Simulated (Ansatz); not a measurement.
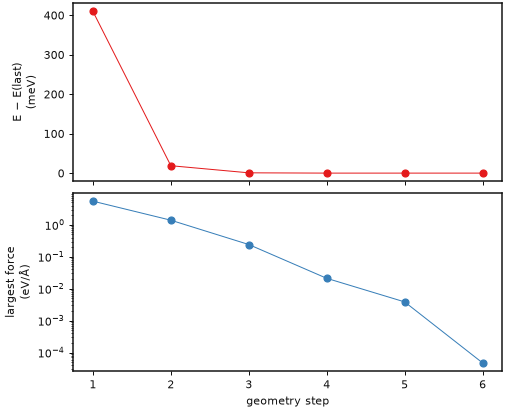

History of a geometry optimisation.

- system: NO$_{2}$ (charge −1)
- method: Ansatz development build ahead of 0.2.0, HF/def2-SVP, Gaussian basis

Question: How did it end, and what did it gain?

Answer: The optimisation met its thresholds at geometry 6, counting the start as the first. The energy fell by about 410 meV from the first step to the last. The largest force goes from about 5.5 eV/Å at the start to 5 × 10⁻⁵ eV/Å at the end.
